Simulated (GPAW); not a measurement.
# Screening of a field by Cr2CS2 MXene monolayer, part 2 of 2

Aim: the dipole that a field along the normal induces in Cr2CS2 MXene monolayer.

GPAW 26.7.0; GPAW, PAW setups; layer in a repeated cell with vacuum, relaxation of atoms and in-plane cell (the session's first sound run).

So far, upper work function (eV): step 3 (the slab's potential) 5.46.

**5. In a field**

Level of this step: GPAW, PAW setups; slab in vacuum (GPAW).

Contents of run.py:

```python
import json
import numpy as np
from ase import Atoms
from gpaw import GPAW, PW
from gpaw.external import ConstantElectricField

slab = Atoms(
    ['S', 'Cr', 'C', 'Cr', 'S'],
    positions=[
        [0.00000, 1.76398, 9.00000],
        [1.52766, 0.88200, 10.52969],
        [-0.00000, -0.00000, 11.57658],
        [0.00000, 1.76398, 12.62346],
        [1.52766, 0.88200, 14.15315]],
    cell=[[3.05532, -0.0, 0.0], [-1.52766, 2.64598, 0.0], [0.0, 0.0, 23.1532]],
    pbc=[True, True, False],
    magmoms=[0.0, 2.0, 0.0, 2.0, 0.0])

slab.calc = GPAW(mode=PW(500), xc='PBE', kpts={'size': (12, 12, 1), 'gamma': True},
                 occupations={'name': 'fermi-dirac', 'width': 0.05}, nbands='160%',
                 convergence={'density': 1e-05}, maxiter=200,
                 poissonsolver={'dipolelayer': 'xy'},
                 external=ConstantElectricField(-0.1, [0, 0, 1]),
                 symmetry={'tolerance': 1e-3}, txt='slab.txt')
result = {}
energy = slab.get_potential_energy()
fermi = slab.calc.get_fermi_level()
v = slab.calc.get_electrostatic_potential().mean((0, 1)) - fermi
n = slab.calc.get_pseudo_density().mean((0, 1))
L = slab.cell[2, 2]
z = np.arange(len(v)) * L / len(v)
low, high = slab.positions[:, 2].min(), slab.positions[:, 2].max()
below, above = np.interp([low - 6.8, high + 6.8], z, v)
slopes = [np.interp(x, z, np.gradient(v, z)) for x in (low - 6.8, high + 6.8)]
eps = np.array([[slab.calc.get_eigenvalues(k, s) for k in range(len(slab.calc.get_ibz_k_points()))]
                for s in range(slab.calc.get_number_of_spins())]) - fermi
top, bottom = eps[eps < 0].max(), eps[eps > 0].min()
dipole = slab.get_dipole_moment()[2]
print(f'energy {energy:.4f} eV, Fermi level {fermi:.4f} eV, dipole {dipole:.5f} e A')
print(f'potential 6.8 A off the faces, from the Fermi level: lower {below:.4f} eV, upper {above:.4f} eV')
print(f'slope of the potential there: lower {slopes[0]:.5f}, upper {slopes[1]:.5f} eV/A')
print(f'nearest levels on the mesh: {top:.4f} and {bottom:.4f} eV')
print('magnetic moment', round(slab.get_magnetic_moment(), 3))
result.update(energy=energy, fermi=fermi, dipole=dipole, below=below, above=above, slopes=slopes, edges=[top, bottom],
              z=z.tolist(), v=v.tolist(), n=n.tolist(), positions=slab.positions.tolist(),
              forces=slab.get_forces(apply_constraint=False).tolist(), moments=slab.get_magnetic_moments().tolist())
json.dump(result, open('result.json', 'w'))
```

On the command line:

```sh
$ OMP_NUM_THREADS=1 OPENBLAS_NUM_THREADS=1 python run.py
```

The program printed:

```text
energy -37.5242 eV, Fermi level -0.5471 eV, dipole -0.03246 e A
potential 6.8 A off the faces, from the Fermi level: lower 5.0914 eV, upper 5.8179 eV
slope of the potential there: lower 0.00001, upper -0.00001 eV/A
nearest levels on the mesh: -0.0855 and 0.0122 eV
magnetic moment 2.166
```

Elapsed: 11 min, on 1 thread of Arm Neoverse V1, shared host; peak memory 0.63 GiB.

This step gave:

```yaml
dipole_along_the_normal: -0.03246 e·Å
levels_nearest_the_fermi_level_on_the_mesh: -0.08553, 0.01225 eV from the Fermi level
site_moments: -0.06771, 1.177, -0.06749, 1.197, -0.06798 μB
potential_below_the_slab_the_applied_field_s_own_ramp_left_out: 5.091 eV from the Fermi level
potential_above_the_slab_the_applied_field_s_own_ramp_left_out: 5.818 eV from the Fermi level
```

The electrostatic potential energy of an electron (without an applied field's), less the Fermi level, planar mean oscillates, so the rows of the table below give means over windows of 1.45 Å about each position, cut where the curve ends. Its maxima inside the range that stand out by 2 % of the span (Å: eV): 9.7: -5.12, 11.2: -9.09, 12.0: -9.01, 13.4: -4.76. Its minima: 9.0: -21.0, 10.5: -16.2, 11.6: -13.2, 12.6: -16.0, 14.2: -20.5.

The electrostatic potential energy of an electron (without an applied field's), less the Fermi level, planar mean by z; means over each step:

```
z (Å)  electrostatic potential energy of an electron (without an applied field's), less the Fermi level, planar mean (eV)
 0.72                                                                                                                5.14
 2.17                                                                                                                5.09
 3.62                                                                                                                5.09
 5.07                                                                                                                5.09
 6.52                                                                                                                5.04
 7.97                                                                                                               0.729
 9.42                                                                                                               -11.9
10.87                                                                                                               -12.5
12.32                                                                                                               -12.2
13.77                                                                                                               -11.5
15.22                                                                                                                1.93
16.67                                                                                                                5.77
18.12                                                                                                                5.82
19.57                                                                                                                5.82
21.02                                                                                                                5.82
22.47                                                                                                                5.79
```

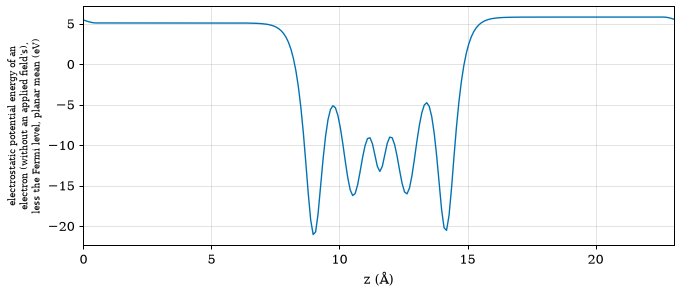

Electrostatic potential energy of an electron (without an applied field's), less the Fermi level, planar mean, plotted against z.

The dipole is now -0.0325 e Å, against -3.4e-4 in the run without a field.

**6. In a field**

Changes to run.py since step 5:

```diff
@@ -22,3 +22,3 @@
                  poissonsolver={'dipolelayer': 'xy'},
-                 external=ConstantElectricField(-0.1, [0, 0, 1]),
+                 external=ConstantElectricField(-0.05, [0, 0, 1]),
                  symmetry={'tolerance': 1e-3}, txt='slab.txt')
```

The program printed:

```text
energy -37.5230 eV, Fermi level -0.5469 eV, dipole -0.01622 e A
potential 6.8 A off the faces, from the Fermi level: lower 5.2727 eV, upper 5.6357 eV
slope of the potential there: lower 0.00001, upper -0.00001 eV/A
nearest levels on the mesh: -0.0855 and 0.0122 eV
magnetic moment 2.166
```

Run time: 10 min. Hardware: 1 thread; peak memory 0.63 GiB.

The electrostatic potential energy of an electron (without an applied field's), less the Fermi level, planar mean oscillates, so the rows of the table below give means over windows of 1.45 Å about each position, cut where the curve ends. Its maxima inside the range that stand out by 2 % of the span (Å: eV): 9.7: -5.03, 11.2: -9.07, 12.0: -9.03, 13.4: -4.85. Its minima: 9.0: -20.9, 10.5: -16.2, 11.6: -13.2, 12.6: -16.1, 14.2: -20.7.

The electrostatic potential energy of an electron (without an applied field's), less the Fermi level, planar mean by z; means over each step:

```
z (Å)  electrostatic potential energy of an electron (without an applied field's), less the Fermi level, planar mean (eV)
 0.72                                                                                                                5.30
 2.17                                                                                                                5.27
 3.62                                                                                                                5.27
 5.07                                                                                                                5.27
 6.52                                                                                                                5.22
 7.97                                                                                                               0.894
 9.42                                                                                                               -11.8
10.87                                                                                                               -12.5
12.32                                                                                                               -12.3
13.77                                                                                                               -11.6
15.22                                                                                                                1.76
16.67                                                                                                                5.59
18.12                                                                                                                5.64
19.57                                                                                                                5.64
21.02                                                                                                                5.64
22.47                                                                                                                5.62
```

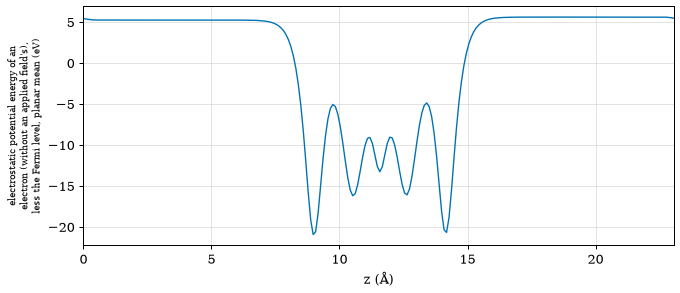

Electrostatic potential energy of an electron (without an applied field's), less the Fermi level, planar mean, plotted against z.

**7. In a field**

Changes to run.py since step 6:

```diff
@@ -22,3 +22,3 @@
                  poissonsolver={'dipolelayer': 'xy'},
-                 external=ConstantElectricField(-0.05, [0, 0, 1]),
+                 external=ConstantElectricField(0.05, [0, 0, 1]),
                  symmetry={'tolerance': 1e-3}, txt='slab.txt')
```

The program printed:

```text
energy -37.5230 eV, Fermi level -0.5469 eV, dipole 0.01622 e A
potential 6.8 A off the faces, from the Fermi level: lower 5.6357 eV, upper 5.2728 eV
slope of the potential there: lower 0.00001, upper -0.00001 eV/A
nearest levels on the mesh: -0.0855 and 0.0122 eV
magnetic moment 2.166
```

It took 10 min on 1 thread; peak memory 0.63 GiB.

**8. Field on**

Changes to run.py since step 7:

```diff
@@ -22,3 +22,3 @@
                  poissonsolver={'dipolelayer': 'xy'},
-                 external=ConstantElectricField(0.05, [0, 0, 1]),
+                 external=ConstantElectricField(0.1, [0, 0, 1]),
                  symmetry={'tolerance': 1e-3}, txt='slab.txt')
```

The program printed:

```text
energy -37.5242 eV, Fermi level -0.5472 eV, dipole 0.03245 e A
potential 6.8 A off the faces, from the Fermi level: lower 5.8178 eV, upper 5.0915 eV
slope of the potential there: lower 0.00001, upper -0.00001 eV/A
nearest levels on the mesh: -0.0855 and 0.0123 eV
magnetic moment 2.166
```

Elapsed: 11 min, on 1 thread; peak memory 0.63 GiB.

The dipole is now 0.0325 e Å, against -3.4e-4 in the run without a field.

**9. In a field**

Changes to run.py since step 8:

```diff
@@ -22,3 +22,3 @@
                  poissonsolver={'dipolelayer': 'xy'},
-                 external=ConstantElectricField(0.1, [0, 0, 1]),
+                 external=ConstantElectricField(0.2, [0, 0, 1]),
                  symmetry={'tolerance': 1e-3}, txt='slab.txt')
```

The program printed:

```text
energy -37.5291 eV, Fermi level -0.5482 eV, dipole 0.06488 e A
potential 6.8 A off the faces, from the Fermi level: lower 6.1823 eV, upper 4.7302 eV
slope of the potential there: lower 0.00001, upper -0.00001 eV/A
nearest levels on the mesh: -0.0854 and 0.0123 eV
magnetic moment 2.166
```

Elapsed: 9.4 min, on 1 thread; peak memory 0.63 GiB.

The electrostatic potential energy of an electron (without an applied field's), less the Fermi level, planar mean oscillates, so the rows of the table below give means over windows of 1.45 Å about each position, cut where the curve ends. Its maxima inside the range that stand out by 2 % of the span (Å: eV): 1.2: 6.18, 9.7: -4.58, 11.2: -8.97, 12.0: -9.12, 13.4: -5.30. Its minima: 9.0: -20.3, 10.5: -15.9, 11.6: -13.2, 12.6: -16.3, 14.2: -21.3.

Table of electrostatic potential energy of an electron (without an applied field's), less the Fermi level, planar mean by z; means over each step:

```
z (Å)  electrostatic potential energy of an electron (without an applied field's), less the Fermi level, planar mean (eV)
 0.72                                                                                                                6.09
 2.17                                                                                                                6.18
 3.62                                                                                                                6.18
 5.07                                                                                                                6.18
 6.52                                                                                                                6.13
 7.97                                                                                                                1.72
 9.42                                                                                                               -11.3
10.87                                                                                                               -12.3
12.32                                                                                                               -12.5
13.77                                                                                                               -12.2
15.22                                                                                                               0.933
16.67                                                                                                                4.69
18.12                                                                                                                4.73
19.57                                                                                                                4.73
21.02                                                                                                                4.73
22.47                                                                                                                4.79
```

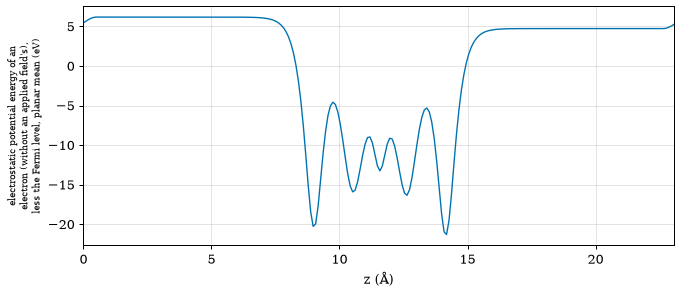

Electrostatic potential energy of an electron (without an applied field's), less the Fermi level, planar mean against z.

The dipole is now 0.0649 e Å, against -3.4e-4 in the run without a field.

**10. In a field**

Changes to run.py since step 9:

```diff
@@ -22,3 +22,3 @@
                  poissonsolver={'dipolelayer': 'xy'},
-                 external=ConstantElectricField(0.2, [0, 0, 1]),
+                 external=ConstantElectricField(0.3, [0, 0, 1]),
                  symmetry={'tolerance': 1e-3}, txt='slab.txt')
```

The program printed:

```text
energy -37.5372 eV, Fermi level -0.5498 eV, dipole 0.09740 e A
potential 6.8 A off the faces, from the Fermi level: lower 6.5488 eV, upper 4.3688 eV
slope of the potential there: lower 0.00001, upper -0.00001 eV/A
nearest levels on the mesh: -0.0853 and 0.0124 eV
magnetic moment 2.165
```

Run time: 10 min. Hardware: 1 thread; peak memory 0.63 GiB.

The electrostatic potential energy of an electron (without an applied field's), less the Fermi level, planar mean oscillates, so the rows of the table below give means over windows of 2.5 Å about each position, cut where the curve ends. Its maxima inside the range that stand out by 2 % of the span (Å: eV): 0.8: 6.55, 9.7: -4.40, 11.2: -8.93, 12.0: -9.16, 13.4: -5.48. Its minima: 9.0: -20.0, 10.5: -15.8, 11.6: -13.2, 12.6: -16.4, 14.2: -21.6.

Electrostatic potential energy of an electron (without an applied field's), less the Fermi level, planar mean against z; means over each step:

```
z (Å)  electrostatic potential energy of an electron (without an applied field's), less the Fermi level, planar mean (eV)
  0.0                                                                                                                6.38
  2.5                                                                                                                6.55
  5.0                                                                                                                6.55
  7.5                                                                                                                3.52
 10.0                                                                                                               -11.6
 12.5                                                                                                               -10.9
 15.0                                                                                                               -4.32
 17.5                                                                                                                4.36
 20.0                                                                                                                4.37
 22.5                                                                                                                4.43
```

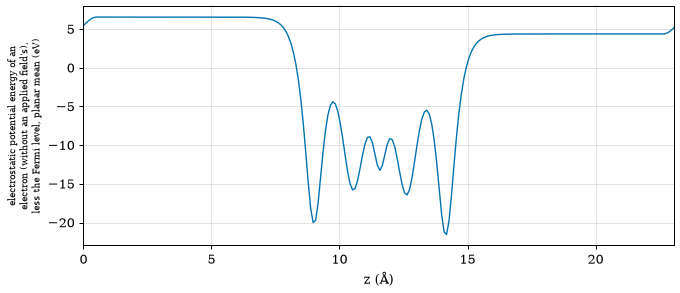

Electrostatic potential energy of an electron (without an applied field's), less the Fermi level, planar mean, plotted against z.

The dipole is now 0.0974 e Å, against -3.4e-4 in the run without a field.

**11. The series**

The members are put on one axis.

This step: induced dipole against applied field (GPAW 26.7.0).

Table of dipole along the normal by field:

```
field (V/Å)  dipole along the normal (e·Å)
     -0.200                        -0.0649
     -0.100                        -0.0325
     -0.050                        -0.0162
      0.000                        -3.4e-4
      0.050                         0.0162
      0.100                         0.0325
      0.200                         0.0649
      0.300                         0.0974
```

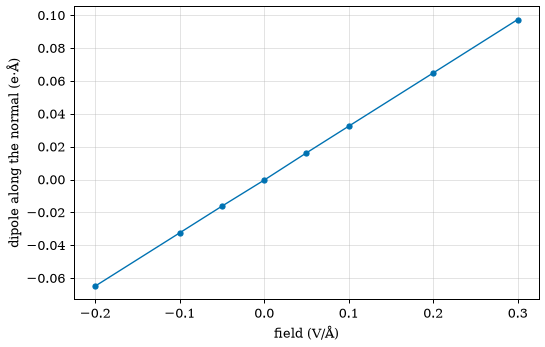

Dipole along the normal, plotted against field.

**12. What came out**

```
work function, upper and lower face            : 5.461 and 5.447 eV
dipole along the normal                        : -3.4e-4 e Å, near the numerical noise
induced dipole per field                       : 0.325 e Å per V/Å
out-of-plane polarisability per area, α/(ε0 A) : 7.26 Å
```

**Reading.** The field induces 0.325 e Å per V/Å, a polarisable thickness α/(ε0 A) of 7.26 Å beside 5.15 Å between the outermost nuclei. A perfect conductor would give the distance between its two image planes; a dielectric of thickness t gives t(1 - 1/ε). The induced dipole is linear in the field over this range. The starting lattice was a guess from atomic radii; the relaxation moved it by 8 %. The small printed dipole stands for a step of 7.6 meV from the lower to the upper face, and the probes find 14 meV; values this small are near the numerical noise of both. One magnetic start was tried; another order may lie lower. The layer's cell and atoms come from the relaxation; spin-orbit coupling and temperature are left out.

[Logs are printed without paths, hosts, clocks, repeated set-up lines and the standing remarks that a program may print on its own settings, such as how far it seeks lower states.]

[Hosts, paths, dates, database ids (printed as entryN), source tags and the programs' standing remarks are cut or masked in the printed files.]
